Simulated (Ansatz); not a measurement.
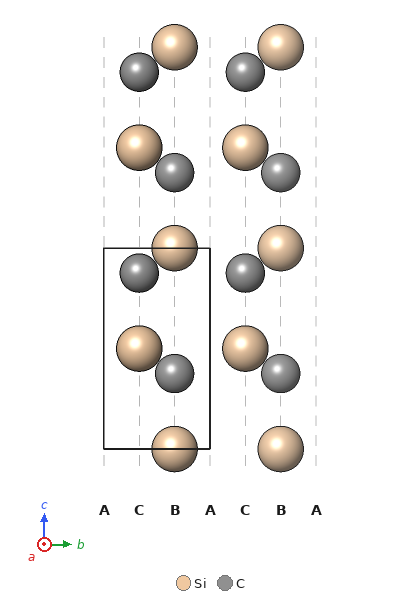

Projection along an edge of the hexagonal mesh, stacking direction c upwards. The dashed lines mark the three columns A (0, 0), B (1/3, 2/3) and C (2/3, 1/3). The sequence starts with the first layer at or above the cell's origin.

System SiC; source of the atomic positions: coordinates from a relaxation (final pressure about 20 GPa) with DFT, PAW plane waves, pbe (Ansatz).

> Read off the stacking sequence over one period.

Si(B) – C(B) – Si(C) – C(C) (four layers in 4.94 Å).
